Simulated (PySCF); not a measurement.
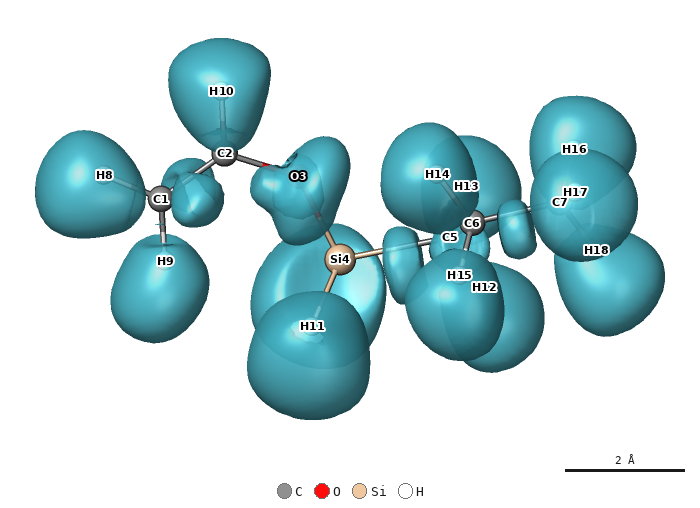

Figure 1: C5H11OSi (doublet). Isosurface of the electron localisation function at 0.75 (cyan), seen at a tilt. Only the valence region is drawn (cores and ρ < 0.01 e/Å³ removed).

Geometry: GFN2-xTB.

These are results of UKS B3LYP, pcH-1 on C H O Si, non-relativistic, mean-field spin-orbit, GIAO in PySCF, not measurements.

Input

```
{"job": {"kind": "epr", "basis": "pcH-1"}, "charge": 0, "multiplicity": 2}
C     -3.273883     1.864500    -0.604067
C     -2.257647     1.440824    -1.339109
O     -1.388075     0.484042    -1.004512
Si    -1.239825    -0.550314     0.259521
C      0.455439    -1.342971    -0.046786
C      1.590031    -0.322004     0.040576
C      2.943436    -0.958295    -0.252467
H     -3.919390     2.645415    -0.957127
H     -3.486568     1.434827     0.358277
H     -2.041272     1.860079    -2.315923
H     -1.359581     0.153638     1.537612
H      0.624058    -2.129728     0.689250
H      0.482755    -1.819261    -1.028163
H      1.408347     0.482709    -0.674695
H      1.607876     0.119278     1.040372
H      2.955330    -1.383910    -1.254075
H      3.737889    -0.217650    -0.184414
H      3.152320    -1.754861     0.459315
```

Run with:

```sh
OMP_NUM_THREADS=1 python probes_run.py task.json out
```

Question: Identify the bonds, lone pairs and shells in this picture.

Answer: The ELF exceeds this value in three regions between bonded C–C atoms (shared pairs), one region between bonded C–Si atoms (shared pairs), ten regions around hydrogen nuclei, one region on O in which the atom's valence shell and bonds are merged and one joined region spread over several atoms (H, Si), in which their bonds and any lone pairs are merged.

Values along the shortest contacts:
C–C (1.32 Å): the ELF peaks at about 0.90 between the atoms: a short, multiple covalent bond. C–O (1.34 Å): the ELF peaks at about 0.80 between the atoms, as expected for a polar covalent bond.
